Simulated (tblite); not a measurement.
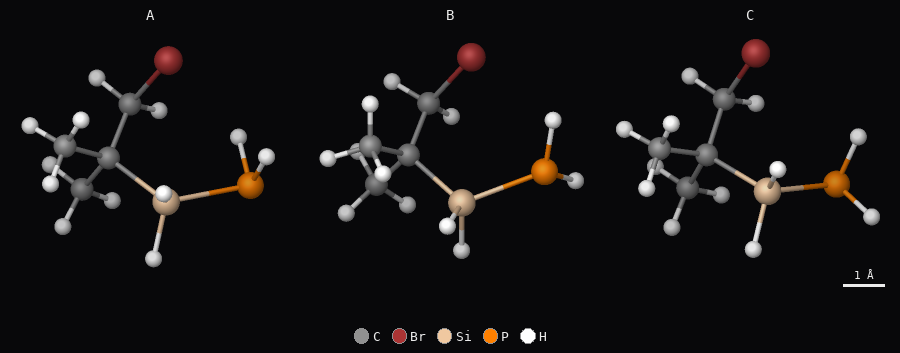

3 geometries from one relaxation of C₄H₁₂BrPSi, in shuffled order. A ball-and-stick model, seen face on.

Computed with tblite, GFN2-xTB geometry optimisation, gas phase. 

Q: Put them in the order of the run, from the start to the converged end.

A: B, A, C. They are steps 0, 109, 196, at +190.4 kJ/mol, +18.1 kJ/mol relative to the last. After 196 geometry steps the energy has fallen by 190.4 kJ/mol. An H atom moves most after the best rigid fit: 2.65 Å. By element the largest moves are H 2.65 Å, P 1.27 Å, Br 0.56 Å, Si 0.44 Å, C 0.30 Å. Some distances before and after: Br–P 3.329 → 4.048 Å, Br–Si 3.572 → 3.392 Å, C–Si 1.846 → 1.926 Å, P–Si 2.164 → 2.240 Å. Among the angles between lasting bonds that change: Si–P–H 117.6° → 94.7°, H–P–H 115.0° → 92.5°, Si–P–H 114.6° → 96.0°. Groups turn about C–Si by about 55°, C–C by about 50°. Cost: 1.6 s on 1 thread of Arm Neoverse V2, with other jobs on the host.
